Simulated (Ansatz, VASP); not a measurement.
# CdIr: VASP beside Ansatz, part 2 of 2

One calculation is typed for both programs; each brings its own data sets. How far apart do they land? The cell is generated by rule, not measured, and may not be a known phase. The cell is taken from a series of VASP runs on this material, whose earlier steps may have relaxed, scaled or displaced it; both programs get it as it stands. Valence electrons are named where the data sets of a main pair hold unlike numbers.

VASP 6.6.1 and Ansatz 0.2.0.

So far. Step 2 (VASP: band structure, PBE): The run ends at a pressure of 0.02 GPa.

## 5. VASP: single point, PBE

Level of this step: PBE; plane waves and PAW (Cd, Ir); invented cell (VASP).

With cell and atoms fixed, the geometry can't cause a difference; cores, projectors, grids and the points listed under the comparison can.

INCAR

```
SYSTEM = CdIr
PREC = Accurate
ENCUT = 400
EDIFF = 1E-06
NELM = 100
ISMEAR = -5
SIGMA = 0.05
LREAL = .FALSE.
ALGO = Normal
GGA = PE
LORBIT = 11
LWAVE = .FALSE.
LCHARG = .FALSE.
NEDOS = 2001
```

POSCAR

```
CdIr
1.0
    2.7524949481      0.0000000008      0.0000000000
   -1.3762474775      2.3837305513      0.0000000000
    0.0000000000      0.0000000000      5.5618264489
Cd Ir
1 1
Direct
    0.0000000000      0.0000000000      0.0000000000
    0.0000000000      0.0000000000      0.5000000000
```

KPOINTS

```
Automatic mesh
0
Gamma
14 14 6
0 0 0
```

Potentials, in the order of the species: Cd and Ir (PBE family, release 64).

Started as:

```
> mpirun -np 1 vasp_std
```

Numbers of over 12 decimals in the logs are rounded to 6 here.

Output:

```text
[... set-up lines as in an earlier step ...]
 entering main loop
       N       E                     dE             d eps       ncg     rms          rms(c)
DAV:   1     0.138857615856E+03    0.13886E+03   -0.93445E+03  2728   0.119E+03
DAV:   2    -0.459025815454E+01   -0.14345E+03   -0.13800E+03  2760   0.354E+02
DAV:   3    -0.907920309372E+01   -0.44889E+01   -0.44062E+01  3228   0.689E+01
DAV:   4    -0.910965120572E+01   -0.30448E-01   -0.30316E-01  2874   0.526E+00
[...]
DAV:  11    -0.848881206699E+01   -0.40277E-04   -0.94372E-05  3192   0.107E-01    0.922E-03
DAV:  12    -0.848880397856E+01    0.80884E-05   -0.27060E-06  2680   0.206E-02    0.358E-03
DAV:  13    -0.848880414876E+01   -0.17020E-06   -0.16223E-07  1470   0.506E-03
   1 F= -.84888041E+01 E0= -.84888041E+01  d E =0.000000E+00
 -----------------------------------------------------------------------------
|                                                                             |
|           W    W    AA    RRRRR   N    N  II  N    N   GGGG   !!!           |
|           W    W   A  A   R    R  NN   N  II  NN   N  G    G  !!!           |
|           W    W  A    A  R    R  N N  N  II  N N  N  G       !!!           |
|           W WW W  AAAAAA  RRRRR   N  N N  II  N  N N  G  GGG   !            |
|           WW  WW  A    A  R   R   N   NN  II  N   NN  G    G                |
|           W    W  A    A  R    R  N    N  II  N    N   GGGG   !!!           |
|                                                                             |
|     Tetrahedron method does not include variations of the Fermi             |
|     occupations, so forces and stress will be inaccurate. We suggest        |
|     using a different smearing scheme ISMEAR = 1 or 2 for metals in         |
|     relaxations.                                                            |
|                                                                             |
 -----------------------------------------------------------------------------
```

From OUTCAR (step 5):

```text
  Total        0.2476297      0.2476297     -0.3518024     -0.0000000      0.0000000      0.0000000
  in kB       10.8720680     10.8720680    -15.4457249     -0.0000000      0.0000000      0.0000000
  external PRESSURE =       2.0994703 kB  Pullay stress =       0.0000000 kB

 POSITION                                       TOTAL-FORCE (eV/Angst)
 -----------------------------------------------------------------------------------
      0.00000      0.00000      0.00000         0.000000      0.000000      0.000000
      0.00000      0.00000      2.78091        -0.000000      0.000000      0.000000
 -----------------------------------------------------------------------------------
    total drift:                                0.000000      0.000000      0.000000

  FREE ENERGIE OF THE ION-ELECTRON SYSTEM (eV)
  ---------------------------------------------------
  free  energy   TOTEN  =        -8.4888041488 eV

  energy  without entropy=       -8.4888041488  energy(sigma->0) =       -8.48880415

[... 1 part as in an earlier step ...]

[... 2 further parts left out ...]
[key lines of the parts left out:]
E-fermi :   5.0253
```

With tetrahedra the forces and stress of a metal are not exact derivatives of the energy.

## 6. Ansatz: single point, PBE

The same cell, functional, mesh and smearing now go to Ansatz, which takes its cutoff from its data sets.

The cell is taken from a series of VASP runs on this material, whose earlier steps may have relaxed, scaled or displaced it; both programs get it as it stands.

input.yaml

```yaml
crystal:
  lattice:
    - [2.7524949481, 8.0e-10, 0.0]
    - [-1.3762474775, 2.3837305513, 0.0]
    - [0.0, 0.0, 5.5618264489]
  atoms:
    - { symbol: Cd, position: [0.0, 0.0, 0.0] }
    - { symbol: Ir, position: [0.0, 0.0, 0.5] }
hamiltonian:
  xc: pbe
  pseudopotentials: { kind: paw }
kpoints:
  mp_grid: { grid: [14, 14, 6] }
scf:
  occupations: { method: tetrahedron }
output:
  forces: true
  stress: true
```

Started as:

```
> ansatz run input.yaml --threads 2 --pin off --max-ram 4608MiB --backend cpu --events-out ev --progress --plain --runs-dir out
```

Output:

```text
Warning: output.forces, output.stress, relax.cell or npt_langevin: where a Kohn–Sham band that disperses or a degenerate level is filled in part under the method tetrahedron, the forces or the stress that this run publishes need not agree with its energy (scf.occupations.method in the input reference, under Limitations); prefer a smearing scheme for the forces or the stress
[...]
--- Band table (eV; the first three rows and the last of 96) ---
  k-point 0: bands = [... 15 lower, 15.6751, 15.7618, 15.7618, 18.3639, 18.3639, 18.7035, 29.4322, 32.8385]
  k-point 1: bands = [... 15 lower, 15.0363, 15.7611, 15.7611, 18.3491, 18.3491, 19.6901, 28.3981, 32.9433]
  k-point 2: bands = [... 15 lower, 14.2420, 15.7596, 15.7596, 18.3196, 18.3196, 21.5905, 26.3057, 33.2501]
  k-point 95: bands = [... 15 lower, 15.6100, 15.8309, 16.2759, 20.4451, 20.8839, 22.8880, 23.2094, 24.8242]
[key lines of the parts left out:]
SCF converged after 7 iterations
Free energy (F): -20188.670617 eV
Fermi energy:    17.950014 eV
P = ⅓ Tr σ = -0.0007 GPa (-0.007 kbar)
```

Elapsed: 1.1 s, on 2 threads of Intel Xeon 6975P-C (Granite Rapids), shared host; peak memory 0.4 GiB.

The run ends at a pressure of 0.00 GPa.

## 7. Differences

What differs besides the data sets and the points named for the pairs above, as far as they apply: the data sets hold 37 valence electrons in Ansatz (on its default PAW (the set named soft_2) files) and 21 in VASP. Total energies have different zeros and are not compared.

The two programs side by side:

| quantity | Ansatz | VASP | difference |
| --- | --- | --- | --- |
| pressure (GPa) | 0.00 | 0.21 | -0.21 |
| pressure without Ansatz's Pulay correction (GPa) | -0.07 | 0.21 | -0.28 |

Ansatz's pressure holds a Pulay correction of 0.07 GPa; VASP's holds none.

## 8. VASP: band structure, PBE, spin-orbit coupling

A single point gives forces, pressure and levels at one fixed geometry, so differences don't come from the geometry; what else differs is listed under the comparison.

INCAR

```
SYSTEM = CdIr
PREC = Accurate
ENCUT = 400
EDIFF = 1E-06
NELM = 100
ISMEAR = 0
SIGMA = 0.05
LREAL = .FALSE.
ALGO = Normal
GGA = PE
LNONCOLLINEAR = .TRUE.
MAGMOM = 0 0 0 0 0 0
NBANDS = 32
GGA_COMPAT = .FALSE.
LASPH = .TRUE.
LSORBIT = .TRUE.
LMAXMIX = 4
LORBIT = 11
LWAVE = .FALSE.
LCHARG = .FALSE.
```

POSCAR is that of step 5.

KPOINTS

```
Automatic mesh
0
Gamma
8 8 4
0 0 0
```

KPOINTS_OPT

```
Line mode
16
Line-mode
Reciprocal
  0.00000000   0.00000000   0.00000000 GAMMA
  0.50000000   0.00000000   0.00000000 M

  0.50000000   0.00000000   0.00000000 M
  0.33333333   0.33333333   0.00000000 K

  0.33333333   0.33333333   0.00000000 K
  0.00000000   0.00000000   0.00000000 GAMMA

  0.00000000   0.00000000   0.00000000 GAMMA
  0.00000000   0.00000000   0.50000000 A

  0.00000000   0.00000000   0.50000000 A
  0.50000000   0.00000000   0.50000000 L

  0.50000000   0.00000000   0.50000000 L
  0.33333333   0.33333333   0.50000000 H

  0.33333333   0.33333333   0.50000000 H
  0.00000000   0.00000000   0.50000000 A

  0.50000000   0.00000000   0.50000000 L
  0.50000000   0.00000000   0.00000000 M

  0.33333333   0.33333333   0.00000000 K
  0.33333333   0.33333333   0.50000000 H
```

Started as:

```
> mpirun -np 1 vasp_ncl
```

Output:

```text
[... set-up lines as in an earlier step ...]
 entering main loop
       N       E                     dE             d eps       ncg     rms          rms(c)
DAV:   1     0.159386561709E+03    0.15939E+03   -0.89601E+03  1984   0.108E+03
DAV:   2    -0.429932321868E+01   -0.16369E+03   -0.15260E+03  1928   0.339E+02
DAV:   3    -0.953781108944E+01   -0.52385E+01   -0.51699E+01  2376   0.711E+01
DAV:   4    -0.958888494780E+01   -0.51074E-01   -0.50995E-01  2184   0.659E+00
[...]
DAV:  12    -0.898802362758E+01    0.10767E-05   -0.31863E-05  2192   0.657E-02    0.706E-03
DAV:  13    -0.898802476662E+01   -0.11390E-05   -0.19140E-06  1960   0.116E-02    0.477E-03
DAV:  14    -0.898802514850E+01   -0.38189E-06   -0.31282E-07  1128   0.687E-03
   1 F= -.89880251E+01 E0= -.89872916E+01  d E =-.146709E-02  mag=    -0.0000     0.0000    -0.0000
 Start KPOINTS_OPT (optional k-point list driver)
k-point batch [1-30\144]
       N       E                     dE             ncg
DAV:   1     0.458959242763E+04   -0.12557E+05     1952
DAV:   2    -0.283950098873E+03   -0.48735E+04     1920
DAV:   3    -0.442998183903E+03   -0.15905E+03     2360
DAV:   4    -0.444598263390E+03   -0.16001E+01     2128
DAV:   5    -0.444638268576E+03   -0.40005E-01     2360
DAV:   6    -0.444639783632E+03   -0.15151E-02     2232
DAV:   7    -0.444639844450E+03   -0.60818E-04     2320
DAV:   8    -0.444639846932E+03   -0.24816E-05     1832
DAV:   9    -0.444639847108E+03   -0.17623E-06     1488
[...]
k-point batch [121-144\144]
       N       E                     dE             ncg
DAV:   1     0.857337463983E+04   -0.16870E+05     1552
DAV:   2     0.475959845244E+04   -0.38138E+04     1536
DAV:   3     0.462279238969E+04   -0.13681E+03     1856
DAV:   4     0.462120982113E+04   -0.15826E+01     1632
DAV:   5     0.462117362478E+04   -0.36196E-01     1808
DAV:   6     0.462117231133E+04   -0.13135E-02     1648
DAV:   7     0.462117225749E+04   -0.53830E-04     1776
DAV:   8     0.462117225513E+04   -0.23680E-05     1408
DAV:   9     0.462117225498E+04   -0.14914E-06     1080
```

OUTCAR, selected parts (step 8):

```text
  Total        0.5379501      0.5379501     -0.1991636     -0.0000000     -0.0000000      0.0000000
  in kB       23.6184512     23.6184512     -8.7441888     -0.0000000     -0.0000000      0.0000000
  external PRESSURE =      12.8309045 kB  Pullay stress =       0.0000000 kB

  FREE ENERGIE OF THE ION-ELECTRON SYSTEM (eV)
  ---------------------------------------------------
  free  energy   TOTEN  =        -8.9880251485 eV

  energy  without entropy=       -8.9865580582  energy(sigma->0) =       -8.98729160

 magnetization (x)
# of ion       s       p       d       tot
------------------------------------------
    1       -0.000   0.000   0.000   0.000
    2        0.000   0.000  -0.000  -0.000
--------------------------------------------------
tot          0.000   0.000  -0.000   0.000

 magnetization (y)
# of ion       s       p       d       tot
------------------------------------------
    1        0.000   0.000  -0.000  -0.000
    2       -0.000  -0.000   0.000  -0.000
--------------------------------------------------
tot         -0.000  -0.000   0.000  -0.000

 magnetization (z)
# of ion       s       p       d       tot
------------------------------------------
    1        0.000  -0.000  -0.000  -0.000
    2        0.000   0.000   0.000   0.000
--------------------------------------------------
tot          0.000  -0.000  -0.000  -0.000

[... 2 parts as in an earlier step ...]

[... 2 further parts left out ...]
[key lines of the parts left out:]
E-fermi :   5.0617
```

The run ends at a pressure of 1.28 GPa.

## 9. Ansatz: band structure, PBE, spin-orbit coupling

The same cell, functional, mesh and smearing now go to Ansatz, which takes its cutoff from its data sets.

The cell is taken from a series of VASP runs on this material, whose earlier steps may have relaxed, scaled or displaced it; both programs get it as it stands.

input.yaml

```yaml
crystal:
  lattice:
    - [2.7524949481, 8.0e-10, 0.0]
    - [-1.3762474775, 2.3837305513, 0.0]
    - [0.0, 0.0, 5.5618264489]
  atoms:
    - { symbol: Cd, position: [0.0, 0.0, 0.0] }
    - { symbol: Ir, position: [0.0, 0.0, 0.5] }
hamiltonian:
  xc: pbe
  pseudopotentials: { kind: paw_fr }
magnetization:
  noncollinear: true
  spin_orbit: true
kpoints:
  mp_grid: { grid: [8, 8, 4] }
  band_path:
    path:
      - [0.0, 0.0, 0.0]
      - [0.13333, 0.0, 0.0]
      - [0.3, 0.0, 0.0]
      - [0.46667, 0.0, 0.0]
      - [0.46667, 0.06667, 0.0]
      - [0.41111, 0.17778, 0.0]
      - [0.35556, 0.28889, 0.0]
      - [0.28889, 0.28889, 0.0]
      - [0.17778, 0.17778, 0.0]
      - [0.06667, 0.06667, 0.0]
      - [0.0, 0.0, 0.03333]
      - [0.0, 0.0, 0.2]
      - [0.0, 0.0, 0.36667]
      - [0.0, 0.0, 0.5]
      - [0.16667, 0.0, 0.5]
      - [0.3, 0.0, 0.5]
      - [0.46667, 0.0, 0.5]
      - [0.46667, 0.06667, 0.5]
      - [0.41111, 0.17778, 0.5]
      - [0.35556, 0.28889, 0.5]
      - [0.28889, 0.28889, 0.5]
      - [0.17778, 0.17778, 0.5]
      - [0.06667, 0.06667, 0.5]
      - [0.5, 0.0, 0.46667]
      - [0.5, 0.0, 0.3]
      - [0.5, 0.0, 0.13333]
      - [0.33333, 0.33333, 0.0]
      - [0.33333, 0.33333, 0.16667]
      - [0.33333, 0.33333, 0.33333]
      - [0.33333, 0.33333, 0.5]
    npoints: 1
scf:
  occupations: { method: gaussian, width: 0.05 }
  n_extra_bands: 14
output:
  forces: true
  stress: true
  eigenvalues: true
  write_density: true
  write_potential: true
  elf: true
  volumetric_format: npy
```

Started as:

```
> ansatz run input.yaml --threads 2 --pin off --max-ram 4608MiB --backend cpu --events-out ev --progress --plain --runs-dir out
```

Output:

```text
[...]
non-collinear run that drives no moment, with spin-orbit: no starting moment large enough to seed its density (crystal.atoms[].spin), no starting occupations that ask for one, no magnetisation constraint and no magnetic field, so the semilocal B_xc is pinned to zero
Crystal: 2 atoms, lattice volume = 36.492 Å³
[...]
k-point 1: bands = [... 33 lower, 15.2043, 16.2523, 16.2523, 18.0380, 18.0380, 18.6957, 18.6957, 20.6209, ... 10 higher]
  k-point 2: bands = [... 33 lower, 15.2023, 16.2507, 16.2507, 18.0447, 18.0447, 18.6656, 18.6656, 23.2122, ... 10 higher]
  k-point 29: bands = [... 33 lower, 16.2369, 16.4550, 16.4550, 20.1766, 20.1766, 20.3681, 20.3681, 23.2833, ... 10 higher]
[key lines of the parts left out:]
SCF converged after 9 iterations
Magnetization: |M| = 0.0000 μB,  M = (+0.0000, +0.0000, +0.0000) μB
Free energy (F): -20223.297859 eV
Fermi energy:    18.005638 eV
P = ⅓ Tr σ = 0.9153 GPa (9.153 kbar)
```

The job ended after 5.3 s (2 threads; peak memory 0.52 GiB).

## 10. Side by side

What differs besides the data sets and the points named for the pairs above, as far as they apply: spin-orbit coupling enters by fully relativistic files in Ansatz and inside the spheres in VASP; the data sets hold 37 valence electrons in Ansatz (on its fully relativistic PAW (standard-fr) files) and 21 in VASP. Total energies have different zeros and are not compared.

Compared:

```
                                        quantity  Ansatz  VASP  difference
                                  pressure (GPa)    0.92  1.28       -0.37
pressure without Ansatz's Pulay correction (GPa)    0.84  1.28       -0.44
```

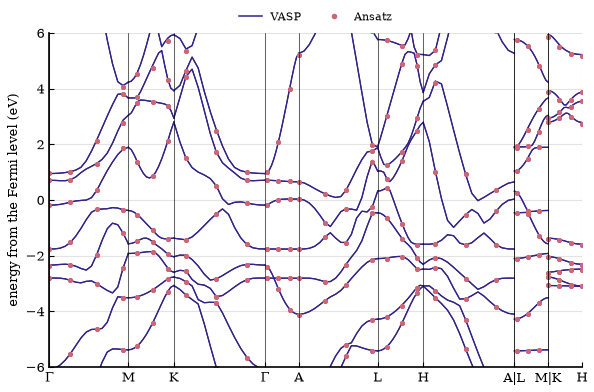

Bands from VASP (lines) and levels from Ansatz (dots). Dots without a line are higher empty bands that the VASP plot leaves out.

Levels from 3 eV below to 2 eV above the Fermi level differ by 15 meV r.m.s. and 51 meV at most; each VASP level is matched to the nearest of Ansatz, which flatters the figure a little. Ansatz's pressure holds a Pulay correction of 0.07 GPa; VASP's holds none.

## 11. Results

```yaml
r_m_s_difference_of_levels_near_the_fermi_level_band_structure_pbe: 16 meV
difference_in_pressure_single_point_pbe: -0.21 GPa
r_m_s_difference_of_levels_near_the_fermi_level_band_structure_pbe_spin_orbit_coupling: 15 meV
```

The difference in pressure is -0.21 GPa (single point, PBE), within the 1 GPa picked in this series as the mark of a large difference. The data sets hold unlike numbers of valence electrons (37 in Ansatz and 21 in VASP), so part of the differences comes from the potentials. Such differences can come from data sets, numerical settings and the points named under the comparisons, not from the functional's error against experiment.

[Lines on the potential files, build, host, timing and source positions are cut from VASP's logs without a mark.]

[Logs are printed without paths, hosts, clocks, repeated set-up lines and the standing remarks that a program may print on its own settings, such as how far it seeks lower states.]

[Hosts, paths, dates, database ids (printed as entryN), source tags and the programs' standing remarks are cut or masked in the printed files.]
